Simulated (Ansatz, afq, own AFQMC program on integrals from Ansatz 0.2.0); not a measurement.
# BGeH3 (triplet): quantum Monte Carlo beside coupled cluster, cc-pVTZ

How near does AFQMC come to the top of the ladder for BGeH3 (triplet)?

Computed with Ansatz 0.2.0, Gaussian basis, and an in-house AFQMC program (afq) on its integrals; all values are calculated. Level: cc-pVTZ, frozen cores.

Plan: PBE (unrestricted); CCSD(T) on UHF; r2SCAN (unrestricted); CCSD(T) on UHF; PBE0 (unrestricted); B3LYP (unrestricted); CCSD(T) on UHF; wB97M-V (unrestricted); B2PLYP (unrestricted); Phaseless AFQMC, CISD trial on UHF; Phaseless AFQMC, single-determinant trial on UHF; Free-projection AFQMC, CISD trial on UHF.

## (1) The geometry

The geometry is a PBE0/def2-TZVP stationary point (not a proven minimum) of the parent state, kept for this charge and spin. No spin-orbit coupling is included. The filled d shell of Ge may be among the frozen orbitals whatever the setting's name suggests; the logs give the count.

5 atoms, charge 0, spin multiplicity 3.

Atoms are counted from 1 here; the program's logs count them from 0.

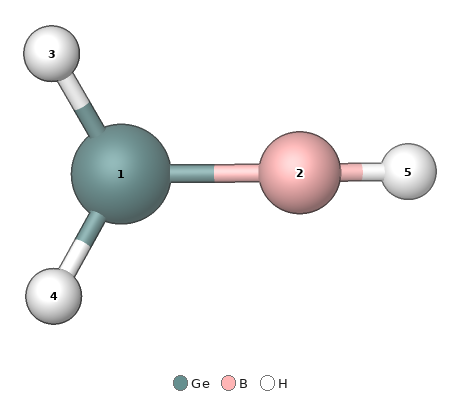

The structure; germanium teal, boron pink, hydrogen white; atoms are numbered from 1 in the order of the file.

Geometry (Å):

```xyz
5
charge 0, multiplicity 3
Ge   -0.0288    0.0000    0.2536
B     0.1335    0.0000   -1.6270
H     0.4143    1.2770    0.9714
H     0.4143   -1.2770    0.9714
H    -0.1832    0.0000   -2.7670
```

## (2) PBE (unrestricted)

File in.yaml:

```yaml
crystal:
  periodic: [false, false, false]
  atoms:
    - {symbol: Ge, position_ang: [-0.028829, 0.000000, 0.253578]}
    - {symbol: B, position_ang: [0.133521, -0.000001, -1.626959]}
    - {symbol: H, position_ang: [0.414348, 1.276988, 0.971352]}
    - {symbol: H, position_ang: [0.414348, -1.276987, 0.971353]}
    - {symbol: H, position_ang: [-0.183192, -0.000001, -2.767032]}
basis:
  gaussian: {orbitals: cc-pVTZ}
magnetization: {spin_polarized: true, initial_magnetization: 2}
hamiltonian: {xc: {name: PBE}}
output: {orbitals: {seedname: orbitals}}
```

Launch:

```sh
$ ansatz run in.yaml --threads 1 --pin off --events-out ev --progress --plain --max-ram 5632MiB --backend cpu
```

Standard output:

```text
Functional definition: PBE
  name "PBE"
  cite "Perdew, Burke & Ernzerhof, Phys. Rev. Lett. 77, 3865 (1996) doi:10.1103/PhysRevLett.77.3865"
  parent pbe
  parameter kappa = 0.804
  parameter beta = 0.06672455060314922
  exchange = pbe_x(kappa = kappa, mu = beta*pi^2/3)
  correlation = pbe_c(beta = beta)
749 factors; their error is unknown
mean field evaluation 1: about -57227.1454 eV, gradient 2.4e1 eV
mean field evaluation 2: about -57217.8693 eV, gradient 4.0e1 eV
mean field evaluation 4: about -57230.5187 eV, gradient 3.1e0 eV
mean field evaluation 8: about -57230.6041 eV, gradient 5.8e-2 eV
mean field evaluation 16: about -57230.5947 eV, gradient 4.6e-5 eV
mean field -57230.59473430 eV, -2103.1855641951 hartree, gradient 4.6e-5 eV, S^2 2.006501; 3 other end points of the search recorded, 0 dependent functions left out
reference -57230.59477331 eV, -2103.1855656286 hartree; 21, 19 occupied and 94, 96 virtual orbitals, 749 factors
Total energy: -57230.59477331 eV, -2103.1855656286 hartree
```

It took 3.7 s on 1 thread of AMD EPYC 7R13 (Zen 3), shared host; peak memory 1.9 GiB.

From the report: ⟨S²⟩ of the determinant 2.007 (pure triplet: 2.00).

## (3) CCSD(T) on UHF

Edit in.yaml of step 2 so:

```diff
@@ -11,3 +11,2 @@
 magnetization: {spin_polarized: true, initial_magnetization: 2}
-hamiltonian: {xc: {name: PBE}}
-output: {orbitals: {seedname: orbitals}}
+correlation: {method: ccsd_t, electrons: outside_noble_gas, hamiltonian_folder: ham}
```

Launch:

```sh
$ ansatz run in.yaml --threads 1 --pin off --events-out ev --progress --plain --max-ram 16896MiB --backend cuda --devices 0, --max-vram 18GiB
```

Standard output (excerpt; [...] marks lines left out):

```text
Functional definition: HF
  name "HF"
  cite "Fock, Z. Phys. 61, 126 (1930) doi:10.1007/BF01340294"
  parent pbe
[...]
683 factors; integrals over basis functions are off by at most 9.9e-4 eV
[...]
mean field -57190.67238956 eV, -2101.7184450862 hartree, gradient 3.9e-6 eV, S^2 2.025293; 6 other end points of the search recorded, 0 dependent functions left out
determinant -57190.67238956 eV, -2101.7184450862 hartree, with singles and doubles -57196.61886954 eV, -2101.9369741949 hartree
determinant -57189.86973865 eV, -2101.6889482093 hartree, with singles and doubles -57195.63674066 eV, -2101.9008816243 hartree
15 core orbitals not correlated: weight in the atoms' cores, before any rotation towards them, 1.000 or more for the frozen orbitals, at most 0.000 for the correlated occupied ones
reference -57190.67238956 eV, -2101.7184450862 hartree; 6, 4 occupied and 94, 96 virtual orbitals, 683 factors
second order -4.85651184 eV of doubles, -0.00000000 eV of singles
cycle   1  -5.80784287 eV  change   -4.6e-1 eV  update   2.1e-2
[...]
cycle   9  -5.82351087 eV  change    8.2e-6 eV  update   9.2e-6
perturbative correction -0.19689832 eV, -0.0072358800 hartree
Total energy: -57196.69279875 eV, -2101.9396910434 hartree
```

Wall time 6.5 s (1 × NVIDIA H100 80GB HBM3 with 1 thread of AMD EPYC 7R13 (Zen 3), shared host); peak host memory 1.9 GiB.

From the report: ⟨S²⟩ of the determinant 2.025 (pure triplet: 2.00); correlation -6.0204 eV; T1 0.021; largest double amplitude 0.03.

This run also writes the integrals to the folder ham.

## (4) r2SCAN (unrestricted)

Edit in.yaml of step 3 so:

```diff
@@ -11,2 +11,2 @@
 magnetization: {spin_polarized: true, initial_magnetization: 2}
-correlation: {method: ccsd_t, electrons: outside_noble_gas, hamiltonian_folder: ham}
+hamiltonian: {xc: {name: r2SCAN}}
```

Launch:

```sh
$ ansatz run in.yaml --threads 1 --pin off --events-out ev --progress --plain --max-ram 5632MiB --backend cpu
```

Standard output (excerpt; [...] marks lines left out):

```text
Functional definition: r2SCAN
  name "r2SCAN"
  cite "Furness, Kaplan, Ning, Perdew & Sun, J. Phys. Chem. Lett. 11, 8208 (2020) doi:10.1021/acs.jpclett.0c02405"
  cite "Furness, Kaplan, Ning, Perdew & Sun, J. Phys. Chem. Lett. 11, 9248 (2020) doi:10.1021/acs.jpclett.0c03077"
  parent r2scan
[...]
749 factors; their error is unknown
[...]
mean field -57239.86949320 eV, -2103.5264052980 hartree, gradient 4.5e-5 eV, S^2 2.013993; 4 other end points of the search recorded, 0 dependent functions left out
reference -57239.86950758 eV, -2103.5264058264 hartree; 21, 19 occupied and 94, 96 virtual orbitals, 749 factors
Total energy: -57239.86950758 eV, -2103.5264058264 hartree
```

Run time: 11 s. Hardware: 1 thread of AMD EPYC 7R13 (Zen 3), shared host; peak memory 1.9 GiB.

From the report: ⟨S²⟩ of the determinant 2.014 (pure triplet: 2.00).

## (5) CCSD(T) on UHF

Edit in.yaml of step 4 so:

```diff
@@ -9,4 +9,4 @@
 basis:
-  gaussian: {orbitals: cc-pVTZ}
+  gaussian: {orbitals: def2-TZVPP}
 magnetization: {spin_polarized: true, initial_magnetization: 2}
-hamiltonian: {xc: {name: r2SCAN}}
+correlation: {method: ccsd_t, electrons: outside_noble_gas}
```

Launch:

```sh
$ ansatz run in.yaml --threads 1 --pin off --events-out ev --progress --plain --max-ram 16896MiB --backend cuda --devices 0, --max-vram 18GiB
```

Standard output (excerpt; [...] marks lines left out):

```text
Functional definition: HF
  name "HF"
  cite "Fock, Z. Phys. 61, 126 (1930) doi:10.1007/BF01340294"
  parent pbe
[...]
736 factors; integrals over basis functions are off by at most 9.6e-4 eV
[...]
mean field -57189.62852573 eV, -2101.6800837981 hartree, gradient 7.8e-6 eV, S^2 2.025388; 6 other end points of the search recorded, 0 dependent functions left out
determinant -57189.62852573 eV, -2101.6800837981 hartree, with singles and doubles -57195.58259672 eV, -2101.8988918713 hartree
determinant -57188.81378826 eV, -2101.6501427482 hartree, with singles and doubles -57194.58543461 eV, -2101.8622468394 hartree
15 core orbitals not correlated: weight in the atoms' cores, before any rotation towards them, 1.000 or more for the frozen orbitals, at most 0.000 for the correlated occupied ones
reference -57189.62852573 eV, -2101.6800837981 hartree; 6, 4 occupied and 100, 102 virtual orbitals, 736 factors
second order -4.86014840 eV of doubles, -0.00000000 eV of singles
cycle   1  -5.81341130 eV  change   -4.6e-1 eV  update   2.1e-2
[...]
cycle   9  -5.82908814 eV  change    7.6e-6 eV  update   9.4e-6
perturbative correction -0.19691178 eV, -0.0072363746 hartree
Total energy: -57195.65452565 eV, -2101.9015352107 hartree
```

Run time: 8.5 s. Hardware: 1 × NVIDIA H100 80GB HBM3 with 1 thread of AMD EPYC 7R13 (Zen 3), shared host; peak host memory 1.9 GiB.

From the report: ⟨S²⟩ of the determinant 2.025 (pure triplet: 2.00); correlation -6.0260 eV; T1 0.022; largest double amplitude 0.03.

## (6) PBE0 (unrestricted)

Edit in.yaml of step 5 so:

```diff
@@ -9,4 +9,5 @@
 basis:
-  gaussian: {orbitals: def2-TZVPP}
+  gaussian: {orbitals: cc-pVTZ}
 magnetization: {spin_polarized: true, initial_magnetization: 2}
-correlation: {method: ccsd_t, electrons: outside_noble_gas}
+hamiltonian: {xc: {name: PBE0}}
+output: {orbitals: {seedname: orbitals}}
```

Launch:

```sh
$ ansatz run in.yaml --threads 1 --pin off --events-out ev --progress --plain --max-ram 5632MiB --backend cpu
```

Standard output:

```text
Functional definition: PBE0
  name "PBE0"
  cite "Adamo & Barone, J. Chem. Phys. 110, 6158 (1999) doi:10.1063/1.478522"
  cite "Perdew, Burke & Ernzerhof, Phys. Rev. Lett. 77, 3865 (1996) doi:10.1103/PhysRevLett.77.3865"
  parent pbe
  parameter a = 0.25
  parameter kappa = 0.804
  parameter beta = 0.06672455060314922
  exchange = (1 - a)*pbe_x(kappa = kappa, mu = beta*pi^2/3) + a*exact_x
  correlation = pbe_c(beta = beta)
806 factors; their error is unknown
mean field evaluation 1: about -57230.4625 eV, gradient 1.7e1 eV
mean field evaluation 2: about -57230.1568 eV, gradient 1.8e1 eV
mean field evaluation 4: about -57232.1496 eV, gradient 5.3e-1 eV
mean field evaluation 8: about -57232.3553 eV, gradient 3.2e-2 eV
mean field evaluation 16: about -57232.3553 eV, gradient 8.2e-5 eV
mean field -57232.35532237 eV, -2103.2502646134 hartree, gradient 2.8e-5 eV, S^2 2.008811; 1 other end points of the search recorded, 0 dependent functions left out
reference -57232.35535186 eV, -2103.2502656971 hartree; 21, 19 occupied and 94, 96 virtual orbitals, 806 factors
Total energy: -57232.35535186 eV, -2103.2502656971 hartree
```

Wall time 3.1 s (1 thread of AMD EPYC 7R13 (Zen 3), shared host); peak memory 1.9 GiB.

From the report: ⟨S²⟩ of the determinant 2.009 (pure triplet: 2.00).

## (7) B3LYP (unrestricted)

Edit in.yaml of step 6 so:

```diff
@@ -11,3 +11,2 @@
 magnetization: {spin_polarized: true, initial_magnetization: 2}
-hamiltonian: {xc: {name: PBE0}}
-output: {orbitals: {seedname: orbitals}}
+hamiltonian: {xc: {name: B3LYP}}
```

Same command.

Standard output (excerpt; [...] marks lines left out):

```text
Functional definition: B3LYP
  name "B3LYP"
  cite "Stephens, Devlin, Chabalowski & Frisch, J. Phys. Chem. 98, 11623 (1994) doi:10.1021/j100096a001"
  cite "Becke, Phys. Rev. A 38, 3098 (1988) doi:10.1103/PhysRevA.38.3098"
  cite "Lee, Yang & Parr, Phys. Rev. B 37, 785 (1988) doi:10.1103/PhysRevB.37.785"
  cite "Vosko, Wilk & Nusair, Can. J. Phys. 58, 1200 (1980) doi:10.1139/p80-159"
[...]
806 factors; their error is unknown
[...]
mean field -57242.02401885 eV, -2103.6055826551 hartree, gradient 7.4e-6 eV, S^2 2.006124; 1 other end points of the search recorded, 0 dependent functions left out
reference -57242.02424351 eV, -2103.6055909115 hartree; 21, 19 occupied and 94, 96 virtual orbitals, 806 factors
Total energy: -57242.02424351 eV, -2103.6055909115 hartree
```

Run time: 2.9 s. Hardware: 1 thread of AMD EPYC 7R13 (Zen 3), shared host; peak memory 1.9 GiB.

From the report: ⟨S²⟩ of the determinant 2.006 (pure triplet: 2.00).

## (8) CCSD(T) on UHF

Edit in.yaml of step 7 so:

```diff
@@ -9,4 +9,4 @@
 basis:
-  gaussian: {orbitals: cc-pVTZ}
+  gaussian: {orbitals: "def2-QZVPP.json"}
 magnetization: {spin_polarized: true, initial_magnetization: 2}
-hamiltonian: {xc: {name: B3LYP}}
+correlation: {method: ccsd_t, electrons: outside_noble_gas}
```

Launch:

```sh
$ ansatz run in.yaml --threads 1 --pin off --events-out ev --progress --plain --max-ram 16896MiB --backend cuda --devices 0, --max-vram 18GiB
```

Standard output (excerpt; [...] marks lines left out):

```text
Functional definition: HF
  name "HF"
  cite "Fock, Z. Phys. 61, 126 (1930) doi:10.1007/BF01340294"
  parent pbe
[...]
1480 factors; integrals over basis functions are off by at most 8.1e-4 eV
[...]
mean field -57190.80469602 eV, -2101.7233072591 hartree, gradient 1.2e-6 eV, S^2 2.025700; 6 other end points of the search recorded, 0 dependent functions left out
determinant -57190.80469602 eV, -2101.7233072591 hartree, with singles and doubles -57197.10286700 eV, -2101.9547607736 hartree
determinant -57190.00385237 eV, -2101.6938767978 hartree, with singles and doubles -57196.11760200 eV, -2101.9185529527 hartree
15 core orbitals not correlated: weight in the atoms' cores, before any rotation towards them, 1.000 or more for the frozen orbitals, at most 0.000 for the correlated occupied ones
reference -57190.80469602 eV, -2101.7233072591 hartree; 6, 4 occupied and 215, 217 virtual orbitals, 1480 factors
second order -5.19014228 eV of doubles, -0.00000000 eV of singles
cycle   1  -6.06048781 eV  change   -5.9e-1 eV  update   2.4e-2
[...]
cycle   9  -6.08460926 eV  change    1.1e-5 eV  update   1.0e-5
perturbative correction -0.21834924 eV, -0.0080241864 hartree
Total energy: -57197.10765451 eV, -2101.9549367114 hartree
```

Run time: 13 s. Hardware: 1 × NVIDIA H100 80GB HBM3 with 1 thread of AMD EPYC 7R13 (Zen 3), shared host; peak host memory 1.9 GiB.

From the report: ⟨S²⟩ of the determinant 2.026 (pure triplet: 2.00); correlation -6.3030 eV; T1 0.022; largest double amplitude 0.03.

[end of part 1 of 2]
